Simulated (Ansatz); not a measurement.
# Ba2N (R-3m): lattice stability ahead of a resistivity run, part 2 of 4

Question: is the lattice of Ba2N (R-3m) stable, and if so, what are its coupling constant and resistivity?

Ansatz 0.2.0; DFT PBEsol, scalar-relativistic, plane waves, PAW; PAW set soft_1.

So far. Step 2 (Relaxing cell and atoms): The largest force is now 0.0021 eV/Å and the largest stress component 0.033 GPa. The relaxed cell has a = 3.929, c = 22.486 Å (conventional setting).

### 3. Tight relaxation

Residual forces and stress shift phonon frequencies, so the cell is relaxed again, with tight thresholds and the mesh and smearing of this input.

Contents of input.yaml:

```yaml
crystal:
  lattice:
    - [1.9643976694, 1.1341455232, 7.4952018572]
    - [-1.9643976694, 1.1341455232, 7.4952018572]
    - [0.0, -2.2682910465, 7.4952018572]
  atoms:
    - { symbol: Ba, position: [0.2675922019, 0.2675922019, 0.2675922019] }
    - { symbol: Ba, position: [0.7324077981, 0.7324077981, 0.7324077981] }
    - { symbol: "N", position: [0.0, 0.0, 0.0] }
kpoints:
  mp_grid: { grid: [9, 9, 9] }
hamiltonian:
  xc: pbesol
  pseudopotentials: { kind: paw, azcp: { folder: soft_1 }, xc_functional: pbe }
scf:
  occupations: { method: methfessel_paxton, width: 0.2 }
output:
  forces: true
  stress: true
  eigenvalues: true
relax:
  adjacent_minimum: "off"
  f_tol: 0.001
  max_steps: 60
  cell: { stress_tol: 0.01 }
```

On the command line:

```console
$ ansatz run input.yaml --threads 4 --pin off --max-ram 12288MiB --backend cpu --events-out ev --progress --plain --runs-dir out
```

Numbers of over 12 decimals in the logs are rounded to 6 here.

Log:

```text
[the first part of the log is left out]
  E_paw        = -10343.524849  (= ΣΔE_a)
  E_vpaw       = -105.645065  (= ΣTr[D̂ρ^β])
  E_aug_tail   = 0.000791  (compensation charges beyond the density's cutoff)
  E_ewald      = -1179.515362
  E_core_change = 0.330974  (= ΣΔE_core)
  E_smearing   = -0.002196  (= −TS)
  E_closure    = 0.000000  (closes the sum)
  Σ components = -12105.592795   (vs F -12105.592795, Δ=0.00e0)
--- Forces (eV/Å), atoms counted from 1 ---
  atom   1  Ba    -0.00000000    -0.00000000     0.00009543
[...]
0.000000      -0.000353      -0.000000
       -0.000000      -0.000000      -0.000097
  P = ⅓ Tr σ = -0.0003 GPa (-0.003 kbar)
--- Band table (eV; the first three rows and the last of 85) ---
[...]
--- Relaxed structure (4 steps of the walk, 3 accepted, 1 SCFs on fresh bases) ---
[...]
cell:  # Å, volume = 99.9912 Å³
    - [1.963018, 1.133349, 7.490706]
    - [-1.963018, 1.133349, 7.490706]
    - [0, -2.266698, 7.490706]
  atoms:
    - { symbol: Ba, position: [0.267539, 0.267539, 0.267539] }
    - { symbol: Ba, position: [0.732461, 0.732461, 0.732461] }
    - { symbol: N, position: [0, 0, 0] }
```

Run time: 13 s. Hardware: 4 threads of Arm Neoverse V1, shared host; peak memory 0.48 GiB.

Little changed from the start: no atom moved by 0.005 Å and no cell edge by 0.1 %.

This step gave:

```
pressure        : -2.68e-4 GPa
volume per atom : 33.33 Å³/atom
```

The largest force is now 9.5e-5 eV/Å and the largest stress component 3.5e-4 GPa, small enough for phonons.

### 4. Phonons by linear response: q 2×2×2, k 6×6×6

Couplings are defined for a stable lattice alone, so phonons come first.

Contents of input.yaml:

```yaml
crystal:
  lattice:
    - [1.9630180704, 1.1333490113, 7.4907059149]
    - [-1.9630180704, 1.1333490113, 7.4907059149]
    - [0.0, -2.2666980227, 7.4907059149]
  atoms:
    - { symbol: Ba, position: [0.2675394075, 0.2675394075, 0.2675394075] }
    - { symbol: Ba, position: [0.7324605925, 0.7324605925, 0.7324605925] }
    - { symbol: "N", position: [0.0, 0.0, 0.0] }
kpoints:
  mp_grid: { grid: [6, 6, 6] }
hamiltonian:
  xc: pbesol
  pseudopotentials: { kind: paw, azcp: { folder: soft_1 }, xc_functional: pbe }
scf:
  occupations: { method: methfessel_paxton, width: 0.2 }
output:
  eigenvalues: true
phonons:
  method: dfpt
  qmesh: [2, 2, 2]
  temperatures: { t_max: 1000, t_step: 50 }
  qpath:
    path:
      - [[0.0, 0.0, 0.0], [0.5, 0.5, 0.5], [0.81807207, 0.18192793, 0.5]]
      - [[0.5, -0.18192793, 0.18192793], [0.5, 0.0, 0.0], [0.0, 0.0, 0.0], [0.34096397, -0.34096397, 0.0]]
      - [[0.65903603, 0.0, 0.34096397], [0.5, 0.0, 0.5], [0.0, 0.0, 0.0]]
    npoints: 10
```

Log:

```text
[...]
Crystal: 3 atoms, lattice volume = 99.991 Å³
Basis set: ecut = 420 eV, 1981 PW (Γ), exchange–correlation on 108×108×108 points (8 copies of the dense FFT grid, shifted against one another)
Bands: 17, of which v1, the nominal top of the filled ones, is band 13 counted from 1 (12 counted from 0)
Symmetry: 12 space group operations
k-points: 32 of 216
[...]
SCF iter   1: F=—  HF=-12105.810420 eV  |F-HF|=—  |Δ(HF+E_count)|=         —  Δρ=3.26e-2  dr2=1.08e0  ethr=3.10e-3  ⟨swp⟩=6.0  Hψ=2928  notcnv=0
[...]
SCF iter  12: F=-12105.594727 eV  HF=-12105.594727 eV  |F-HF|=7.28e-12  |Δ(HF+E_count)|=    0.00e0  S|Δr|=    0.00e0  Δρ=2.60e-8  dr2=1.21e-12  ethr=1.00e-12  ⟨swp⟩=5.3  Hψ=2336  notcnv=0
SCF 1 converged in 12 iterations: F = -12105.594727 eV  dr2 = 1.21e-12
[...]
phonons: the bands overlap, so this run is a metal and interpolates without the dipole-dipole term. If the crystal is really an insulator or semiconductor, its LO-TO splitting is missing
NSCF: frozen V_eff on 32 k-points
WARN: eigensolver did not converge in 5 slots of this pass, the one above among them; of largest residual over every band (k=12): 1 band(s) unlocked (lowest unlocked band 16, counted from 0; max residual 1.25e-3 eV among the unlocked bands, 1.25e-3 eV over every band); of lowest unlocked band (k=1): band 16
[...]
DFPT response loops at q = (0, 0, 0) (fractional): preconditioner auto → Kerker (q_TF=auto, 2.165 Å⁻¹) (partly filled bands, converged f_vac=0.000); β = 1.00, the filter's whole step (`scf.mixing.beta` (0.50) is not read by the response loops under this deck's `scf.mixing.preconditioner`; to damp them name `kerker` or `kerker_dos`, under which they read `scf.mixing.beta`, and type it under 1.00, their step now; both keys bind the ground state too); Broyden in place of MSR1
[...]
SCF converged after 12 iterations
Stability not checked: this state was not tested for a lower state beside it, because cold or Methfessel-Paxton smearing, or corrected tetrahedra, fill the levels in a way that the test cannot read (fill_not_monotonic; see scf.lower_state_search)
Free energy (F): -12105.594727 eV
[...]
Internal energy: -12105.587553 eV  (E = F + TS)
E sigma→0 (E₀):  -12105.592933 eV
Entropy (-TS):   -0.007174 eV (-2.391 meV/atom)
Fermi energy:    8.142741 eV
[...]
--- Band table (eV; the first three rows and the last of 32) ---
  k-point 0: bands = [... 9 lower, 5.2352, 6.0731, 6.0731, 6.7217, 9.7750, 10.1317, 10.6860, 10.6860]
  k-point 1: bands = [... 9 lower, 5.6028, 5.8899, 6.2052, 7.4810, 9.3151, 10.1056, 10.3949, 11.0975]
  k-point 2: bands = [... 9 lower, 5.7382, 6.3877, 6.4936, 8.0441, 8.6508, 10.0439, 10.5956, 11.0784]
  k-point 31: bands = [... 9 lower, 5.1473, 6.0780, 6.0780, 7.4830, 8.5845, 10.3288, 10.7390, 10.7390]
--- Phonons (Γ-DFPT): 4 representative perturbations + reference (Σ response iterations 13) ---
  ASR residual: 2.300e-5 → 0.000e0 eV/Å²; symmetrization residual: 2.036e-6 eV/Å²
  ASR residual per site (eV/Å²): 3.54e-6 3.54e-6 2.30e-5
  Γ frequencies (cm⁻¹): 0.00 0.00 0.00 60.75 60.75 135.34 193.72 193.72 325.30
--- Phonons (arbitrary-q DFPT): 4 irreducible q on the 2×2×2 mesh ---
  q = [0.0000, 0.0000, 0.0000] (star 1, of the zone-centre solve; hermiticity 6.88e-7, symmetrization 1.56e-11): -0.00 -0.00 0.00 60.75 60.75 135.34 193.72 193.72 325.30
  q = [0.0000, 0.0000, -0.5000] (star 3, 6 solved perturbations on 68 of 216 k-point pairs; hermiticity 5.16e-7, symmetrization 1.42e-13): 61.17 69.69 72.15 80.50 115.61 127.70 176.26 180.58 335.64
  q = [0.0000, -0.5000, -0.5000] (star 3, 4 solved perturbations in 360 linear systems a pass and spin channel, the states on 112 of 216 k-point pairs; hermiticity 5.82e-7, symmetrization 1.59e-10): 60.02 70.60 73.57 76.87 120.64 126.91 177.19 178.86 319.88
[...]
sum rule: each row above includes the acoustic sum rule's correction from the zone centre's row sums; it moved no ω² by more than (0.67 cm⁻¹)²
  mesh force constants: q→R imaginary residual 1.49e-17; ASR residual 2.300e-5 → 0.000e0 eV/Å²; symmetrization residual 1.110e-15 eV/Å²
  interpolated dispersion: 73 rows × 9 modes
  density of states and harmonic sums: on the 18×18×18 q-mesh, interpolated from the force constants of a 2×2×2 supercell (no non-analytic term)
  largest difference from the sums on the solved wave vectors: F 6.06e-2 eV, S 9.15e-5 and C_V 3.08e-5 eV/K
  zero-point energy: 0.073194 eV/cell   skipped modes (ω ≤ 0): 15, of them read as no rigid motion or as one in doubt: 12 (1.646e-2 modes/cell left out, lowest -9.80 cm⁻¹)   left out of the sums: 1.89e-3 of the cell's modes: C_V's classical limit lies that fraction below 3 k_B per atom; for a crystal, a wire or a layer, F and S can be off by more, and a phonons.interpolated_qmesh denser along its periods is the remedy for the sampling
```

It took 2.4 min on 4 threads; peak memory 1.2 GiB; 9.6 min of CPU time.

Reading the cycles: dr2 is the Hartree energy of the density residual (eV), the measure of convergence; HF is the Harris–Foulkes estimate of the energy, which meets the free energy F at convergence.

Numbers from this step:

- zero point energy: 0.07319 eV/cell
- share of imaginary modes in the plain interpolation between solved wavevectors: 0.0016
- highest frequency, solved or plainly interpolated: 335.6 cm⁻¹
- Debye temperature (second moment): 288 K

Solved on the 2×2×2 mesh alone; all other wavevectors are interpolated. Phonon branches along the path, in cm⁻¹:

```csv
point,branch 1,branch 2,branch 3,branch 4,branch 5,branch 6,branch 7,branch 8,branch 9
Γ,0,0,0,61,61,135,194,194,325
T,6,6,37,61,61,129,187,187,309
H2,72,73,79,108,111,115,180,257,266
jump to H0,72,73,79,108,111,115,180,257,266
L,61,70,72,80,116,128,176,181,336
Γ,0,0,0,61,61,135,194,194,325
S0,73,73,80,108,112,112,180,262,262
jump to S2,73,73,80,108,112,112,180,262,262
F,60,71,74,77,121,127,177,179,320
Γ,0,0,0,61,61,135,194,194,325
```

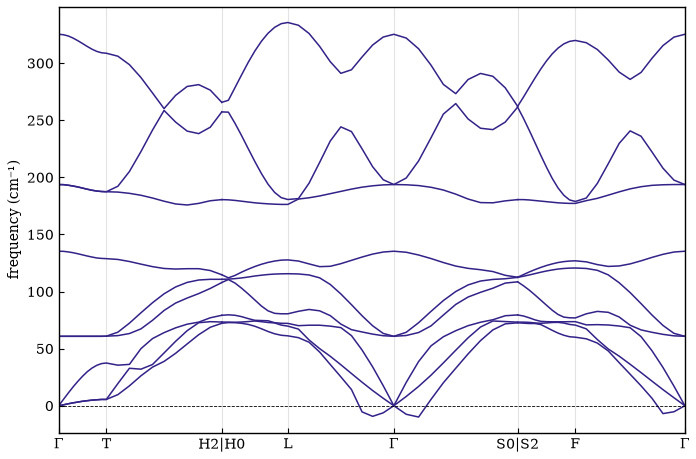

Phonon branches along the path.

Lowest modes at the softest wavevector of the mesh. Modes at q = (0.500, 0.500, 0.500), with each element's share of the kinetic energy:

```csv
mode,frequency (cm⁻¹),Ba %,N %
1,5.5,95,5
2,5.5,95,5
3,37.4,96,4
4,60.9,100,0
5,60.9,100,0
6,128.8,100,0
```

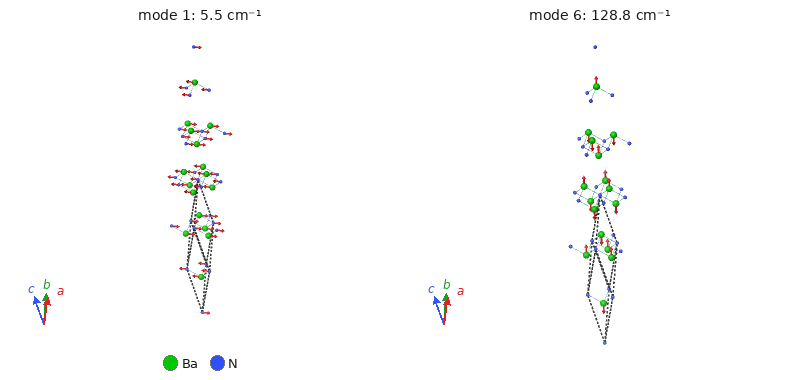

Displacement patterns of modes 1 and 6 at q = (0.500, 0.500, 0.500); arrows are exaggerated. Bonds to atoms that aren't drawn are left out. 2×2×2 cells are drawn. The axes are those of the cell as run, not the conventional ones. Some periodic images of atoms are drawn too.

The modes has structure finer than the step of the table below, so its rows give means over 25 cm⁻¹, whole bins alone (the curve runs from -19.9 to 355 cm⁻¹). Peaks (cm⁻¹: height): Ba 72.0: 0.135, 121.5: 0.107; N 178.1: 0.0872, 239.3: 0.0217, 288.8: 0.0267.

Phonopy on the run's constants, 17x17x17 mesh, Gaussian sigma 2.7 cm⁻¹. Table of modes by wavenumber; means over each step; values in 1/cm⁻¹/cell:

```csv
wavenumber (cm⁻¹),Ba,N
0,0.00266,1.3e-4
25,0.0190,9.3e-4
50,0.0402,0.00135
75,0.0856,0.00129
100,0.0345,2.9e-4
125,0.0537,1.6e-4
150,7.6e-5,1.0e-7
175,0.00138,0.0349
200,7.2e-4,0.0153
225,5.8e-4,0.0149
250,4.4e-4,0.0117
275,3.6e-4,0.0120
300,5.3e-4,0.0193
325,1.6e-4,0.00773
```

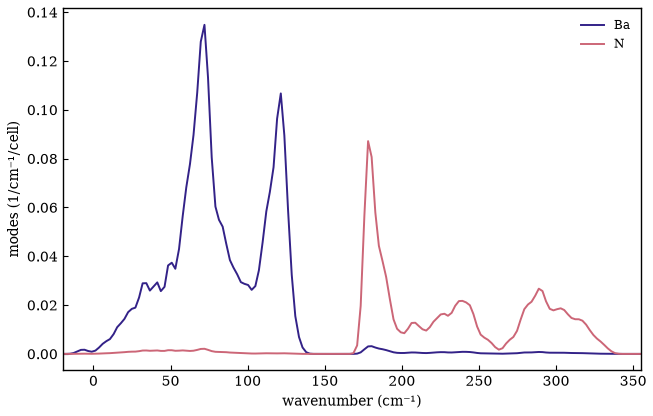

Modes against wavenumber.

No LO-TO term; unit eigenvectors of the mass-weighted matrix. Modes at Γ, with each element's share of the kinetic energy:

```csv
mode,frequency (cm⁻¹),symmetry,Ba %,N %
1,0.0,unnamed,95,5
2,0.0,unnamed,95,5
3,0.0,unnamed,95,5
4,60.8,Eg,100,0
5,60.8,Eg,100,0
6,135.3,A1g,100,0
7,193.7,Eu,5,95
8,193.7,Eu,5,95
9,325.3,A2u,5,95
```

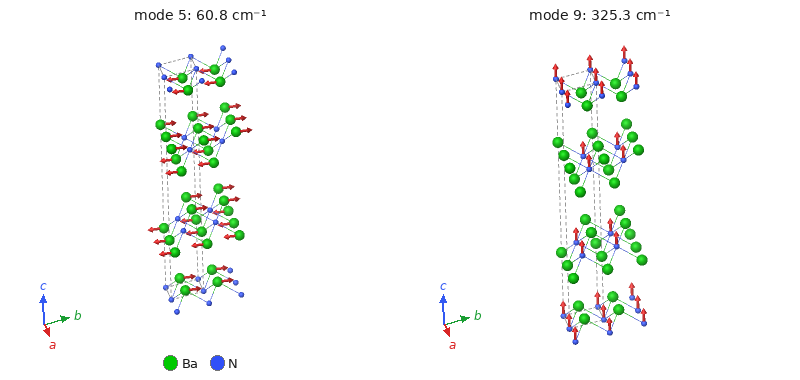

Displacement patterns of modes 5 and 9 at Γ; arrows are exaggerated. Bonds to atoms that aren't drawn are left out. 2×2×1 conventional cells are drawn. Some periodic images of atoms are drawn too.

Among the solved wavevectors the lowest mode, translations apart, is 5.5 cm⁻¹, so these are real on this k mesh.

### 5. Electron–phonon run: q 2×2×2, k 6×6×6, scattering 8×8×8

A first run on coarse meshes.

Edit input.yaml of step 4 so:

```diff
@@ -28 +28,6 @@
     npoints: 10
+  electrical_resistivity:
+    mesh: [8, 8, 8]
+    temperatures: [20.0, 50.0, 77.0, 100.0, 150.0, 200.0, 300.0, 400.0, 600.0, 800.0]
+  superconductivity: { mesh: [8, 8, 8], eliashberg_equations: false }
+  electron_occupations: "off"
```

Log:

```text
[the first part of the log is left out]
  E_hartree    = 466.112841
  E_xc         = -451.659406
  E_vxc        = -331.073294  (∫ρ·V_xc dr)
  E_paw        = -10343.521853  (= ΣΔE_a)
  E_vpaw       = -105.641190  (= ΣTr[D̂ρ^β])
  E_aug_tail   = 0.000791  (compensation charges beyond the density's cutoff)
  E_ewald      = -1179.515362
  E_core_change = 0.330974  (= ΣΔE_core)
  E_smearing   = -0.007174  (= −TS)
  E_closure    = 0.000000  (closes the sum)
  Σ components = -12105.594727   (vs F -12105.594727, Δ=0.00e0)
--- Band table (eV; the first three rows and the last of 32) ---
  k-point 0: bands = ["-19.8920", "-19.6928", "-6.5345", "-4.5736", "-4.5736", "-4.5382", "-4.4539", "-4.4539", "-2.7883", "5.2352", "6.0731", "6.0731", "6.7217", "9.7750", "10.1317", "10.6860", "10.6860"]
  k-point 1: bands = ["-19.8435", "-19.6681", "-6.4957", "-5.0098", "-4.7821", "-4.6943", "-4.5102", "-4.4826", "-2.6527", "5.6028", "5.8899", "6.2052", "7.4810", "9.3151", "10.1056", "10.3949", "11.0975"]
  k-point 2: bands = ["-19.7371", "-19.6250", "-6.6054", "-5.5673", "-5.0705", "-4.8901", "-4.5751", "-4.5738", "-2.7199", "5.7382", "6.3877", "6.4936", "8.0441", "8.6508", "10.0439", "10.5956", "11.0784"]
  k-point 31: bands = ["-19.8880", "-19.6971", "-6.4858", "-4.6527", "-4.5700", "-4.5700", "-4.4578", "-4.4578", "-2.7263", "5.1473", "6.0780", "6.0780", "7.4830", "8.5845", "10.3288", "10.7390", "10.7390"]
--- Phonons (Γ-DFPT): 4 representative perturbations + reference (Σ response iterations 16) ---
  ASR residual: 1.719e-5 → 0.000e0 eV/Å²; symmetrization residual: 1.783e-7 eV/Å²
  ASR residual per site (eV/Å²): 5.80e-6 5.80e-6 1.72e-5
  Γ frequencies (cm⁻¹): 0.00 0.00 0.00 60.75 60.75 135.34 193.72 193.72 325.30
--- Phonons (arbitrary-q DFPT): 4 irreducible q on the 2×2×2 mesh ---
  q = [0.0000, 0.0000, 0.0000] (star 1, of the zone-centre solve; hermiticity 6.02e-8, symmetrization 1.56e-11): -0.00 -0.00 0.00 60.75 60.75 135.34 193.72 193.72 325.30
  q = [0.0000, 0.0000, -0.5000] (star 3, 6 solved perturbations on 68 of 216 k-point pairs; hermiticity 2.76e-8, symmetrization 1.27e-13): 61.17 69.69 72.15 80.50 115.61 127.70 176.26 180.58 335.65
  q = [0.0000, -0.5000, -0.5000] (star 3, 4 solved perturbations in 360 linear systems a pass and spin channel, the states on 112 of 216 k-point pairs; hermiticity 3.96e-8, symmetrization 1.52e-10): 60.02 70.60 73.57 76.87 120.64 126.91 177.19 178.86 319.88
  q = [-0.5000, -0.5000, -0.5000] (star 1, 4 solved perturbations in 200 linear systems a pass and spin channel, the states on 68 of 216 k-point pairs; hermiticity 6.30e-8, symmetrization 2.03e-10): 5.52 5.52 37.38 60.85 60.85 128.81 187.41 187.41 308.66
  sum rule: each row above includes the acoustic sum rule's correction from the zone centre's row sums; it moved no ω² by more than (0.58 cm⁻¹)²
  mesh force constants: q→R imaginary residual 1.49e-17; ASR residual 1.719e-5 → 0.000e0 eV/Å²; symmetrization residual 8.882e-16 eV/Å²
  interpolated dispersion: 73 rows × 9 modes
  density of states and harmonic sums: on the 18×18×18 q-mesh, interpolated from the force constants of a 2×2×2 supercell (no non-analytic term)
  largest difference from the sums on the solved wave vectors: F 6.06e-2 eV, S 9.15e-5 and C_V 3.08e-5 eV/K
  zero-point energy: 0.073194 eV/cell   skipped modes (ω ≤ 0): 15, of them read as no rigid motion or as one in doubt: 12 (1.646e-2 modes/cell left out, lowest -9.80 cm⁻¹)   left out of the sums: 1.89e-3 of the cell's modes: C_V's classical limit lies that fraction below 3 k_B per atom; for a crystal, a wire or a layer, F and S can be off by more, and a phonons.interpolated_qmesh denser along its periods is the remedy for the sampling
Error: electrical resistivity: the mode of lowest frequency at the wavevector [0.0000, 0.0000, 0.1250] is imaginary, -8.69 cm⁻¹ (written negative): every mode at the wavevectors of the force constants' own supercell is real, and this one is interpolated between them; take force constants of more repeats (phonons.supercell, under dfpt phonons.qmesh), or, with a block electrical_resistivity or superconductivity, name a file of force constants under which the crystal is stable (phonons.electron_phonon_force_constants)
The harmonic force constants that this run solved are whole in <dir>
```

Elapsed: 2.8 min, on 4 threads; peak memory 1.2 GiB.

The run ended with an error.

The program's message: “electrical resistivity: the mode of lowest frequency at the wavevector [0.0000, 0.0000, 0.1250] is imaginary, -8.69 cm⁻¹ (written negative): every mode at the wavevectors of the force constants' own s …”

The run stops because a mode is imaginary on the scattering mesh, where no scattering rate is defined; denser k meshes, other smearings and, between solved wavevectors, finer q meshes show whether the instability is real.

(Part 2 of 4 ends here.)

[Logs are printed without paths, hosts, clocks, repeated set-up lines and the standing remarks that a program may print on its own settings, such as how far it seeks lower states.]

[Hosts, paths, dates, database ids (printed as entryN), source tags and the programs' standing remarks are cut or masked in the printed files.]
